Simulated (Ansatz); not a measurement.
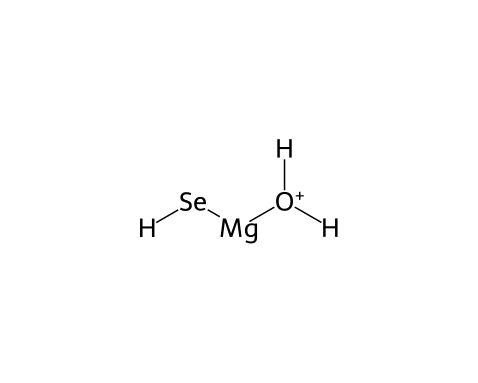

Figure made from data computed with Ansatz.

Charge +1, singlet.

### Give its SMILES.

[OH2+][Mg][SeH]

### What is the molecular formula?

H3MgOSe, charge +1.
